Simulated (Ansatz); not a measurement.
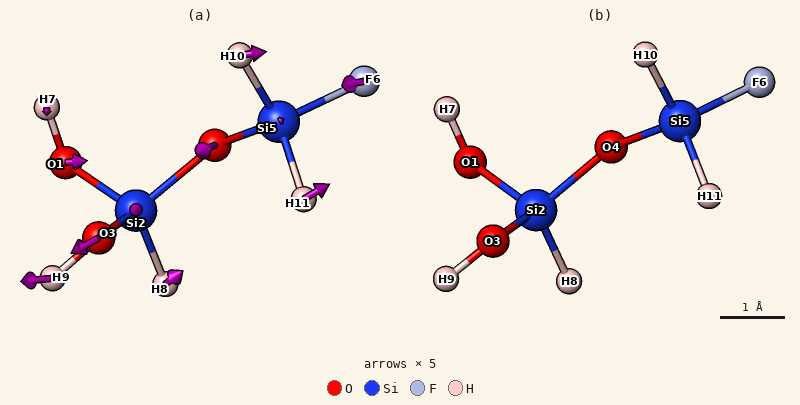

The structure of Si2H5O3F before (left) and after (right) a relaxation, at one scale. The purple arrows give the displacements, magnified 5 times.

The picture is a ball-and-stick view, seen from a free direction.

The start comes from PBE-D4/def2-SVP.

All numbers below come from Ansatz 0.2.0, RKS PBE0-D4/def2-TZVP.

The input:
```yaml
crystal:
  periodic: [false, false, false]
  atoms:
    - {symbol: O, position_ang: [-1.750795, -1.084746, 1.422593]}
    - {symbol: Si, position_ang: [-0.256631, -0.942092, 0.706273]}
    - {symbol: O, position_ang: [0.845590, -0.055754, 1.602328]}
    - {symbol: O, position_ang: [-0.368787, -0.073874, -0.710561]}
    - {symbol: Si, position_ang: [0.486642, 1.041315, -1.597206]}
    - {symbol: F, position_ang: [0.020657, 0.876866, -3.153286]}
    - {symbol: H, position_ang: [-2.257364, -0.257839, 1.511869]}
    - {symbol: H, position_ang: [0.181512, -2.344943, 0.464497]}
    - {symbol: H, position_ang: [1.080906, -0.417507, 2.473912]}
    - {symbol: H, position_ang: [0.124905, 2.430504, -1.169411]}
    - {symbol: H, position_ang: [1.958866, 0.771170, -1.530310]}
basis:
  gaussian: {orbitals: def2-TZVP}
hamiltonian: {xc: pbe0, dispersion: d4}
relax: {f_tol: 0.005, max_steps: 150}
```

Question: What changed between the two?

Answer: The energy falls by 13.7 kJ/mol in 10 geometry steps. Largest force component: 1.3 eV/Å at the start, 0.0026 eV/Å at the end. The largest moves after the best rigid fit, 0.15 Å, are those of O4 and H9. Largest moves by element: H 0.15 Å, O 0.15 Å, F 0.13 Å, Si 0.05 Å. Some distances before and after: O4–Si5 1.662 → 1.620 Å, Si2–O4 1.665 → 1.625 Å, Si5–F6 1.633 → 1.592 Å, Si2–O3 1.674 → 1.638 Å. Bond angles that change, for instance: Si2–O4–Si5 140.3° → 148.0°, Si2–O1–H7 115.7° → 118.7°. The run took of the order of 80 core-seconds on a shared host.
